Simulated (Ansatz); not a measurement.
# Li+ with SiNH₅: superposition error and deformation, part 2 of 2

Ansatz 0.2.0, Gaussian basis.

### Step 11. B3LYP-D4/def2-TZVPPD

The input, free-b/in.yaml:

```yaml
crystal:
  periodic: [false, false, false]
  atoms:
    - {symbol: Si, position_ang: [-0.130533, 0.390956, 0.801064]}
    - {symbol: N, position_ang: [0.377206, -0.528019, -0.561476]}
    - {symbol: H, position_ang: [0.019932, 1.829851, 0.462776]}
    - {symbol: H, position_ang: [-1.555742, 0.065152, 1.065883]}
    - {symbol: H, position_ang: [0.622936, 0.151463, 2.068851]}
    - {symbol: H, position_ang: [0.189528, -1.517193, -0.592825]}
    - {symbol: H, position_ang: [1.258668, -0.319522, -1.002167]}
basis:
  gaussian: {orbitals: "def2-TZVPPD.json"}
hamiltonian: {xc: {name: B3LYP}, dispersion: d4}
```

On the command line:

```bash
> ansatz run in.yaml --threads 2 --pin off --events-out ev --progress --plain --max-ram 5222MiB
```

What it wrote:

```text
Functional definition: B3LYP
  name "B3LYP"
  cite "Stephens, Devlin, Chabalowski & Frisch, J. Phys. Chem. 98, 11623 (1994) doi:10.1021/j100096a001"
  cite "Becke, Phys. Rev. A 38, 3098 (1988) doi:10.1103/PhysRevA.38.3098"
  cite "Lee, Yang & Parr, Phys. Rev. B 37, 785 (1988) doi:10.1103/PhysRevB.37.785"
  cite "Vosko, Wilk & Nusair, Can. J. Phys. 58, 1200 (1980) doi:10.1139/p80-159"
  parameter a0 = 0.2
  parameter ax = 0.72
  parameter ac = 0.81
  exchange = (1 - a0 - ax)*slater_x + ax*b88_x + a0*exact_x
  correlation = (1 - ac)*vwn_rpa_c + ac*lyp_c
789 factors; their error is unknown
mean field evaluation 1: about -9444.3737 eV, gradient 6.2e1 eV
mean field evaluation 2: about -9430.6949 eV, gradient 9.4e1 eV
mean field evaluation 4: about -9451.3742 eV, gradient 1.4e0 eV
mean field evaluation 8: about -9451.3913 eV, gradient 3.1e-2 eV
mean field -9451.39128724 eV, -347.3322234229 hartree, gradient 2.2e-5 eV, S^2 0.000000; 0 other end points of the search recorded, 0 dependent functions left out
reference -9451.39152464 eV, -347.3322321473 hartree; 13, 13 occupied and 157, 157 virtual orbitals, 789 factors
Total energy: -9451.52786133 eV, -347.3372424282 hartree
```

Wall time 2 s (2 threads of Arm Neoverse V1, shared host).

### Step 12. wB97X-V/def2-TZVPPD

free-b/in.yaml, as its differences from that of step 11:

```diff
@@ -12,2 +12,2 @@
   gaussian: {orbitals: "def2-TZVPPD.json"}
-hamiltonian: {xc: {name: B3LYP}, dispersion: d4}
+hamiltonian: {xc: {name: wB97X-V}}
```

On the command line:

```bash
> ansatz run in.yaml --threads 2 --pin off --events-out ev --progress --plain --max-ram 5222MiB
```

What it wrote (excerpt; [...] marks lines left out):

```text
[... 5 set-up lines as earlier in the session ...]
[...]
      + integral(e_c_pw_opposite_spin*poly(b97_u_opposite, cos0, cos1)) + vv10(b, c)
789 factors; their error is unknown
239 factors; integrals over basis functions are off by at most 1.7e-5 eV
[...]
mean field -9448.83399764 eV, -347.2382447636 hartree, gradient 2.5e-5 eV, S^2 0.000000; 0 other end points of the search recorded, 0 dependent functions left out
reference -9448.83399562 eV, -347.2382446892 hartree; 13, 13 occupied and 157, 157 virtual orbitals, 789 factors
Total energy: -9448.83399562 eV, -347.2382446892 hartree
```

Run time: 5.5 s. Hardware: 2 threads of Arm Neoverse V1, shared host.

### Step 13. wB97M-V/def2-TZVPPD

free-b/in.yaml, as its differences from that of step 12:

```diff
@@ -12,2 +12,2 @@
   gaussian: {orbitals: "def2-TZVPPD.json"}
-hamiltonian: {xc: {name: wB97X-V}}
+hamiltonian: {xc: {name: wB97M-V}}
```

On the command line:

```bash
> ansatz run in.yaml --threads 2 --pin off --events-out ev --progress --plain --max-ram 5222MiB
```

What it wrote (excerpt; [...] marks lines left out):

```text
[... 5 set-up lines as earlier in the session ...]
  # Of w^i u^j: cxij and so on, Table III.
[...]
  gx(w, u) = 1 - cx + cx01*u + cx10*w
  gss(w, u) = css00 + css04*u^4 + css10*w + css20*w^2 + css43*w^4*u^3
  gos(w, u) = cos00 + cos10*w + (cos20 + cos21*u)*w^2 + (cos60 + cos61*u)*w^6
[...]
      + integral(e_c_pw_mod_opposite_spin*gos(b97_w_opposite, b97_u_opposite)) + vv10(b, c)
784 factors; their error is unknown
239 factors; integrals over basis functions are off by at most 1.7e-5 eV
[...]
mean field -9449.02651797 eV, -347.2453197550 hartree, gradient 7.7e-5 eV, S^2 0.000000; 0 other end points of the search recorded, 0 dependent functions left out
reference -9449.02656914 eV, -347.2453216355 hartree; 13, 13 occupied and 157, 157 virtual orbitals, 784 factors
Total energy: -9449.02656914 eV, -347.2453216355 hartree
```

Wall time 6 s (2 threads of Arm Neoverse V1, shared host).

### Step 14. B2PLYP/def2-TZVPPD

free-b/in.yaml, as its differences from that of step 13:

```diff
@@ -12,2 +12,2 @@
   gaussian: {orbitals: "def2-TZVPPD.json"}
-hamiltonian: {xc: {name: wB97M-V}}
+hamiltonian: {xc: {name: B2PLYP}}
```

On the command line:

```bash
> ansatz run in.yaml --threads 2 --pin off --events-out ev --progress --plain --max-ram 5222MiB
```

What it wrote (excerpt; [...] marks lines left out):

```text
[... 5 set-up lines as earlier in the session ...]
[...]
949 factors; integrals over basis functions are off by at most 1.2e-3 eV
[...]
mean field -9442.87857749 eV, -347.0193871099 hartree, gradient 4.5e-6 eV, S^2 0.000000; 0 other end points of the search recorded, 0 dependent functions left out
6 core orbitals not correlated: weight in the atoms' cores, before any rotation towards them, 1.000 or more for the frozen orbitals, at most 0.000 for the correlated occupied ones
reference -9442.87872575 eV, -347.0193925582 hartree; 7, 7 occupied and 157, 157 virtual orbitals, 949 factors
second order -11.64813013 eV of doubles, -0.00000000 eV of singles
Total energy: -9446.02372088 eV, -347.1349689976 hartree
```

It took 3.1 s on 2 threads of Arm Neoverse V1, shared host.

### Step 15. BLYP-D4/def2-TZVPPD

free-b/in.yaml, as its differences from that of step 14:

```diff
@@ -12,2 +12,2 @@
   gaussian: {orbitals: "def2-TZVPPD.json"}
-hamiltonian: {xc: {name: B2PLYP}}
+hamiltonian: {xc: {name: BLYP}, dispersion: d4}
```

On the command line:

```bash
> ansatz run in.yaml --threads 2 --pin off --events-out ev --progress --plain --max-ram 5222MiB
```

What it wrote (excerpt; [...] marks lines left out):

```text
Functional definition: BLYP
  name "BLYP"
[... 2 set-up lines as earlier in the session ...]
  parameter beta = 0.0042
  parameter a = 0.04918
  parameter b = 0.132
  parameter c = 0.2533
  parameter d = 0.349
  exchange = b88_x(beta = beta)
  correlation = lyp_c(a = a, b = b, c = c, d = d)
779 factors; their error is unknown
mean field evaluation 1: about -9439.6979 eV, gradient 7.3e1 eV
mean field evaluation 2: about -9400.8766 eV, gradient 1.3e2 eV
mean field evaluation 4: about -9449.7339 eV, gradient 4.3e0 eV
mean field evaluation 8: about -9449.7761 eV, gradient 3.3e-1 eV
mean field -9449.77626229 eV, -347.2728723508 hartree, gradient 8.0e-5 eV, S^2 0.000000; 0 other end points of the search recorded, 0 dependent functions left out
reference -9449.77659044 eV, -347.2728844100 hartree; 13, 13 occupied and 157, 157 virtual orbitals, 779 factors
Total energy: -9449.96891165 eV, -347.2799520842 hartree
```

Run time: 1.6 s. Hardware: 2 threads of Arm Neoverse V1, shared host.

### Step 16. revPBE-D4/def2-TZVPPD

free-b/in.yaml, as its differences from that of step 15:

```diff
@@ -12,2 +12,2 @@
   gaussian: {orbitals: "def2-TZVPPD.json"}
-hamiltonian: {xc: {name: BLYP}, dispersion: d4}
+hamiltonian: {xc: {name: revPBE}, dispersion: d4}
```

On the command line:

```bash
> ansatz run in.yaml --threads 2 --pin off --events-out ev --progress --plain --max-ram 5222MiB
```

What it wrote (excerpt; [...] marks lines left out):

```text
Functional definition: revPBE
  name "revPBE"
  cite "Zhang & Yang, Phys. Rev. Lett. 80, 890 (1998) doi:10.1103/PhysRevLett.80.890"
[... 1 set-up line as earlier in the session ...]
  parameter kappa = 1.245
[... 3 set-up lines as earlier in the session ...]
779 factors; their error is unknown
mean field evaluation 1: about -9439.7183 eV, gradient 6.8e1 eV
mean field evaluation 2: about -9407.5058 eV, gradient 1.2e2 eV
mean field evaluation 4: about -9448.3528 eV, gradient 3.6e0 eV
mean field evaluation 8: about -9448.3971 eV, gradient 4.7e-2 eV
mean field evaluation 16: about -9448.3796 eV, gradient 5.9e-5 eV
mean field -9448.37960745 eV, -347.2215462319 hartree, gradient 5.9e-5 eV, S^2 0.000000; 0 other end points of the search recorded, 0 dependent functions left out
reference -9448.37966029 eV, -347.2215481741 hartree; 13, 13 occupied and 157, 157 virtual orbitals, 779 factors
Total energy: -9448.66877014 eV, -347.2321727651 hartree
```

Run time: 1.5 s. Hardware: 2 threads of Arm Neoverse V1, shared host.

### Step 17. B97M-V/def2-TZVPPD

free-b/in.yaml, as its differences from that of step 16:

```diff
@@ -12,2 +12,2 @@
   gaussian: {orbitals: "def2-TZVPPD.json"}
-hamiltonian: {xc: {name: revPBE}, dispersion: d4}
+hamiltonian: {xc: {name: B97M-V}}
```

On the command line:

```bash
> ansatz run in.yaml --threads 2 --pin off --events-out ev --progress --plain --max-ram 5222MiB
```

What it wrote (excerpt; [...] marks lines left out):

```text
[... 5 set-up lines as earlier in the session ...]
  # Of w^i u^j: cxij and so on, Table III.
[...]
  gx(w, u) = cx00 + cx01*u + cx02*u^2 + (cx10 + cx11*u)*w
  gss(w, u) = css00 + css02*u^2 + css10*w + (css32*w^3 + css42*w^4)*u^2
  gos(w, u) = cos00 + cos01*u + cos03*u^3 + cos10*w + cos32*w^3*u^2
[...]
      + integral(e_c_pw_mod_opposite_spin*gos(b97_w_opposite, b97_u_opposite)) + vv10(b, c)
779 factors; their error is unknown
[...]
mean field -9448.26801794 eV, -347.2174453931 hartree, gradient 2.3e-5 eV, S^2 0.000000; 0 other end points of the search recorded, 0 dependent functions left out
reference -9448.26807860 eV, -347.2174476225 hartree; 13, 13 occupied and 157, 157 virtual orbitals, 779 factors
Total energy: -9448.26807860 eV, -347.2174476225 hartree
```

Run time: 5.5 s. Hardware: 2 threads of Arm Neoverse V1, shared host.

### Step 18. HSE06-D4/def2-TZVPPD

free-b/in.yaml, as its differences from that of step 17:

```diff
@@ -12,2 +12,2 @@
   gaussian: {orbitals: "def2-TZVPPD.json"}
-hamiltonian: {xc: {name: B97M-V}}
+hamiltonian: {xc: hse06, dispersion: d4}
```

On the command line:

```bash
> ansatz run in.yaml --threads 2 --pin off --events-out ev --progress --plain --max-ram 5222MiB
```

What it wrote (excerpt; [...] marks lines left out):

```text
Functional definition: HSE06
  name "HSE06"
  cite "Heyd, Scuseria & Ernzerhof, J. Chem. Phys. 118, 8207 (2003) doi:10.1063/1.1564060"
  cite "Krukau, Vydrov, Izmaylov & Scuseria, J. Chem. Phys. 125, 224106 (2006) doi:10.1063/1.2404663"
  cite "Heyd & Scuseria, J. Chem. Phys. 120, 7274 (2004) doi:10.1063/1.1668634"
  cite "Ernzerhof & Perdew, J. Chem. Phys. 109, 3313 (1998) doi:10.1063/1.476928"
[... 2 set-up lines as earlier in the session ...]
[...]
  # The whole range is PBE's own exchange, as in plane waves. The composition of these papers is wPBEh.
[...]
796 factors; their error is unknown
89 factors; integrals over basis functions are off by at most 2.7e-6 eV
[...]
mean field -9445.06904360 eV, -347.0998852546 hartree, gradient 1.4e-5 eV, S^2 0.000000; 0 other end points of the search recorded, 0 dependent functions left out
reference -9445.06908335 eV, -347.0998867154 hartree; 13, 13 occupied and 157, 157 virtual orbitals, 796 factors
Total energy: -9445.13301381 eV, -347.1022361164 hartree
```

Run time: 2 s. Hardware: 2 threads of Arm Neoverse V1, shared host.

### Step 19. CCSD(T)/def2-TZVPPD

free-b/in.yaml, as its differences from that of step 18:

```diff
@@ -12,2 +12,2 @@
   gaussian: {orbitals: "def2-TZVPPD.json"}
-hamiltonian: {xc: hse06, dispersion: d4}
+correlation: {method: ccsd_t}
```

On the command line:

```bash
> ansatz run in.yaml --threads 2 --pin off --events-out ev --progress --plain --max-ram 5222MiB
```

What it wrote (excerpt; [...] marks lines left out):

```text
[... 4 set-up lines as earlier in the session ...]
[...]
949 factors; integrals over basis functions are off by at most 1.2e-3 eV
[...]
mean field -9424.69529189 eV, -346.3511636891 hartree, gradient 1.1e-6 eV, S^2 0.000000; 0 other end points of the search recorded, 0 dependent functions left out
6 core orbitals not correlated: weight in the atoms' cores, before any rotation towards them, 1.000 or more for the frozen orbitals, at most 0.000 for the correlated occupied ones
reference -9424.69529189 eV, -346.3511636891 hartree; 7, 7 occupied and 157, 157 virtual orbitals, 949 factors
second order -9.63412573 eV of doubles, -0.00000000 eV of singles
cycle   1  -10.15156086 eV  change   -5.2e-1 eV  update   6.5e-2
[...]
cycle   9  -10.47032047 eV  change   -2.9e-6 eV  update   1.2e-5
perturbative correction -0.34219294 eV, -0.0125753586 hartree
Total energy: -9435.50780530 eV, -346.7485162280 hartree
```

It took 15 s on 2 threads of Arm Neoverse V1, shared host; peak memory 1.3 GiB.

### Step 20. The split

```tsv
method	interaction with counterpoise (meV)	without	superposition error	deformation	binding energy
PBE-D4	-1704	-1708	4	110	-1594
revPBE-D4	-1657	-1661	4	96	-1561
BLYP-D4	-1708	-1712	4	112	-1596
r2SCAN-D4	-1624	-1627	3	137	-1487
B97M-V	-1620	-1623	3	150	-1471
PBE0-D4	-1741	-1744	3	147	-1594
B3LYP-D4	-1750	-1754	3	147	-1603
HSE06-D4	-1740	-1743	3	146	-1594
wB97X-V	-1714	-1718	3	150	-1564
wB97M-V	-1706	-1710	4	146	-1560
B2PLYP	-1713	-1720	7	143	-1570
Hartree-Fock	-1719	-1721	2	203	-1515
MP2	-1641	-1657	15	133	-1508
CCSD	-1661	-1676	15	139	-1522
CCSD(T)	-1643	-1659	16	125	-1518
```

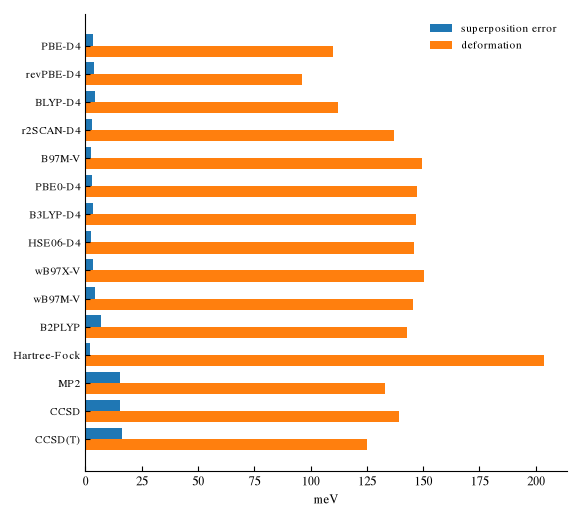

Superposition error and deformation energy by method.

### Step 21. Results

The summary covers parts 1 to 2.

```
            quantity      value
interaction, CCSD(T)  -1643 meV
 superposition error     16 meV
         deformation    125 meV
      binding energy  -1518 meV
```

What this shows: In this basis the superposition error is 16 meV for CCSD(T) and 3 meV on average for the plain functionals: correlated methods borrow far more, since they need many more functions to converge. Deformation takes back 8 % of the interaction.
